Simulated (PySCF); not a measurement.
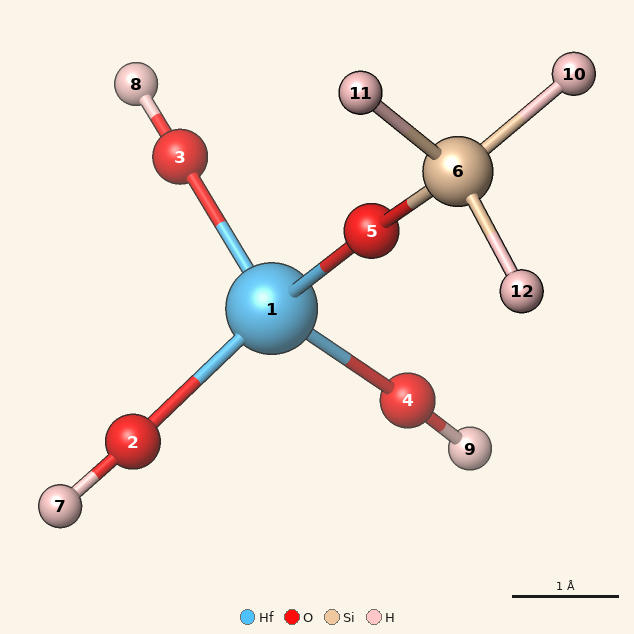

Orthographic view. Distant atoms are faded towards the background colour. Charge 0, singlet. The computed structure is the end point of a PBE0-D3(BJ)/def2-SVP optimisation. No frequency run is at hand to confirm it as a minimum.

Give the geometry as a Z-matrix, atoms in numerical order, with these reference atoms: 2 to 1; 3 to 1, 2; 4 to 1, 3, 2; 5 to 1, 3, 2; 6 to 5, 2, 1; 7 to 2, 5, 6; 8 to 3, 2, 7; 9 to 4, 5, 6; 10 to 6, 5, 2; 11 to 6, 10, 5; 12 to 6, 11, 10.

```
Hf 
O    1   1.928
O    1   1.927   2   110.0
O    1   1.928   3   110.3   2   122.5
O    1   1.963   3   109.0   2  -118.6
Si   5   1.649   2   143.6   1  -176.7
H    2   0.953   5   148.1   6     6.8
H    3   0.953   2   145.4   7    -0.5
H    4   0.953   5   147.4   6    -1.5
H    6   1.496   5   110.5   2   174.5
H    6   1.496  10   108.4   5  -121.3
H    6   1.496  11   108.4  10   117.5
```
